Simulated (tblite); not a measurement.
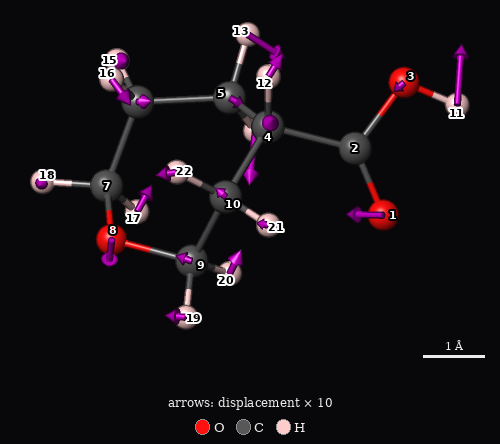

This is a relaxation of C7H12O3. The starting structure is drawn; purple arrows show the displacements, 10 times their true length. The two geometries are superimposed by the best rigid fit.

The picture is a ball-and-stick view, seen at a tilt.

The calculation used GFN2-xTB geometry optimisation, gas phase (tblite 0.8.0). 

Q: What did the optimiser do to the structure, and how much energy did it gain?

A: The atom that moves furthest after the best rigid fit is an H atom (0.11 Å). By element the largest moves are H 0.11 Å, O 0.08 Å, C 0.05 Å. Near-neighbour distances that change, for instance: C–C 1.519 → 1.544 Å, C–O 1.430 → 1.411 Å, C–O 1.359 → 1.340 Å, C–O 1.216 → 1.201 Å. Among the angles between lasting bonds that change: C–O–H 103.6° → 110.4°, C–C–H 104.8° → 108.8°, O–C–C 109.7° → 112.9°. Over 27 geometry steps the energy falls by 14.2 kJ/mol.
